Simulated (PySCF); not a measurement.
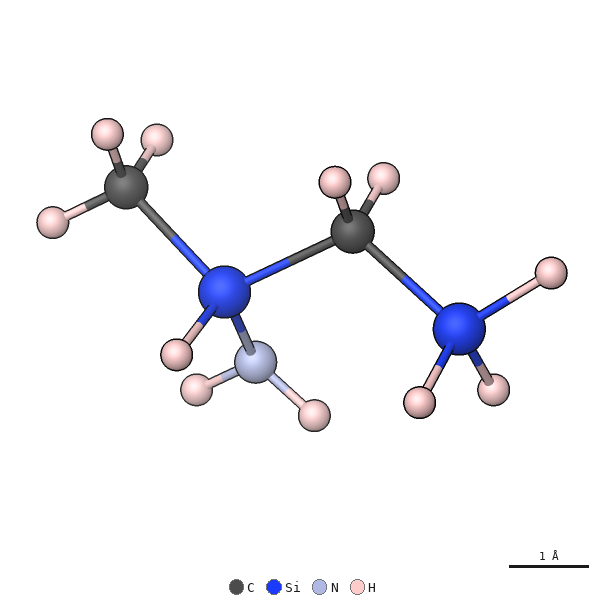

Ball-and-stick drawing of a structure. Every bond is drawn as one stick, whatever its order.

Computed geometry: GFN2-xTB optimisation. No frequency run is at hand to confirm it as a minimum.

Question: Which formula does it have?

Answer: C₂H₁₁NSi₂, 16 atoms: 2 carbon, 11 hydrogen, 1 nitrogen and 2 silicon.

Question: What is the point group of this geometry?

Answer: C1.

Question: Name functional groups in it.

Answer: Among them: Si–H bond, Si–N bond.

Question: What is its SMILES?

Answer: C[Si@@H](N)C[SiH3]

Question: Count the bonded pairs by element.

Answer: 5 C–H, 4 Si–H, 3 C–Si, 2 N–H, 1 N–Si.

The parts below concern this one geometry. Atoms keep their numbers from picture to picture.

### NMR shielding

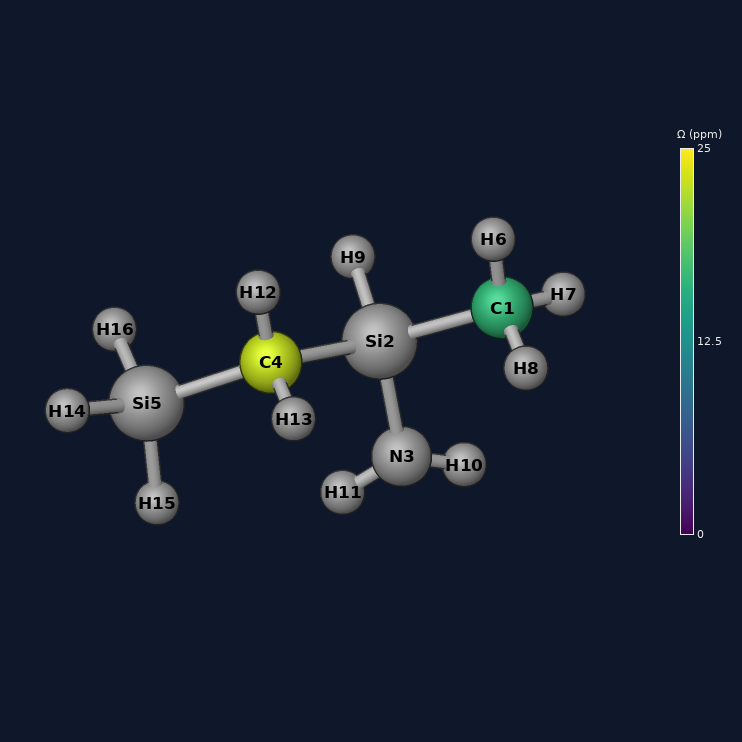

The C atoms are coloured by the span of their shielding tensor. No frequency run is at hand to confirm it as a minimum. Method: GIAO PBE0/pcSseg-1 NMR shielding, non-relativistic, gas phase (PySCF 2.14.0). Principal shieldings σ11 ≤ σ22 ≤ σ33, span Ω = σ33 − σ11, skew κ = 3(σiso − σ22)/Ω.

Question: Which C atom has the most anisotropic shielding?

Answer: C4, with a span of 23 ppm.

Give the shielding tensors of the C atoms.

| atom | σ11 | σ22 | σ33 | σiso | Ω | κ |
| --- | --- | --- | --- | --- | --- | --- |
| C1 | 177.8 | 186.9 | 194.4 | 186.3 | 16.6 | −0.09 |
| C4 | 179.8 | 199.0 | 202.6 | 193.8 | 22.8 | −0.68 |

Shieldings and span in ppm.

### Dipole moment

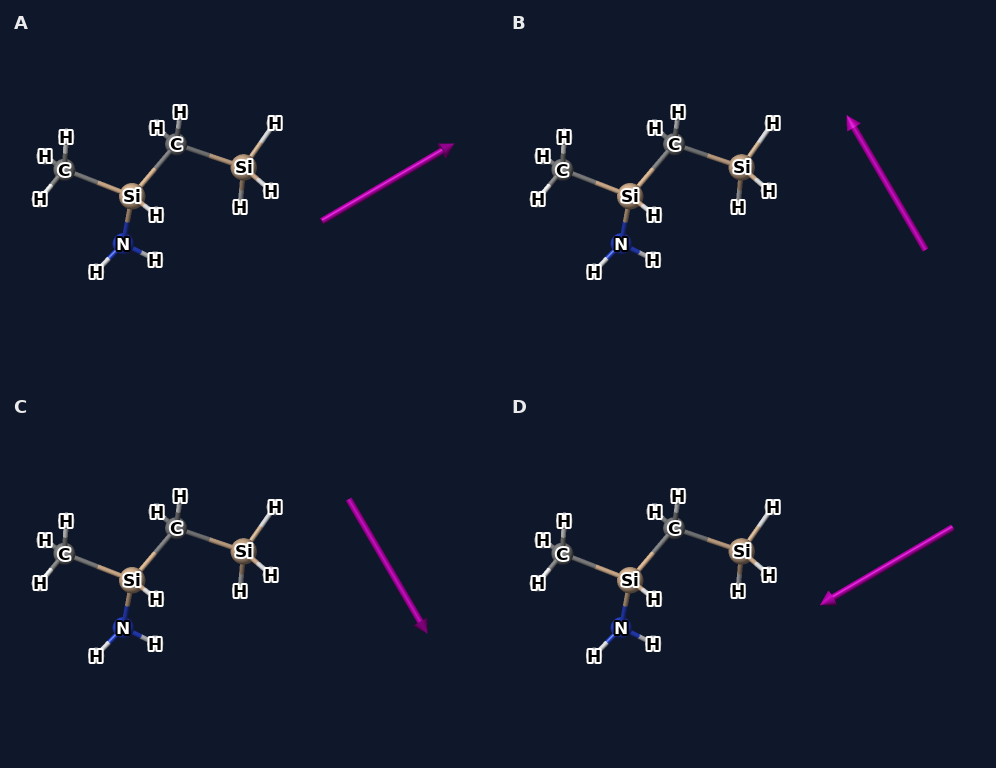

The same molecule four times, each with an arrow. No frequency run is at hand to confirm it as a minimum. Level of theory: CAM-B3LYP/def2-SVPD, gas phase (PySCF 2.14.0).

Question: Which arrow points along the dipole moment, from the negative to the positive end?

Answer: D. The dipole moment is 0.70 D.

### Bond orders

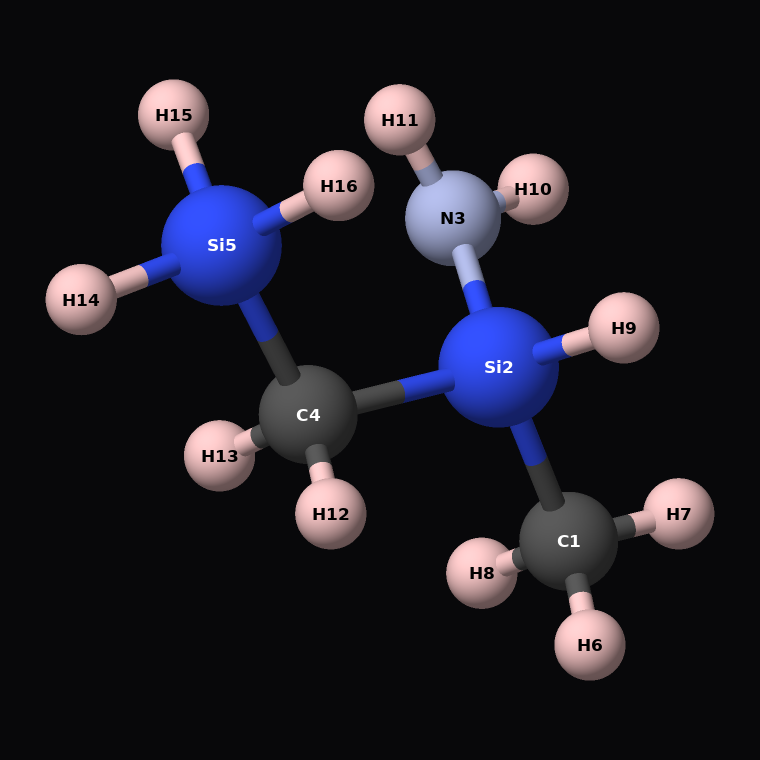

Every bond is drawn as one stick. No frequency run is at hand to confirm it as a minimum. Computed with PBE0/pcSseg-1 (PySCF 2.14.0).

List the Mayer bond orders of C1–Si2, Si2–N3, Si2–C4, C4–Si5 (bonds between heavy atoms, one of each equivalent set).

```tsv
bond	Mayer order	length (Å)
C1–Si2	0.95	1.898
Si2–N3	1.05	1.726
Si2–C4	0.89	1.900
C4–Si5	0.94	1.892
```

The geometry is semi-empirical. Around Si such bond lengths and angles can be off by a tenth of an ångström or more and by several degrees, and values that hang on the shape move with them.
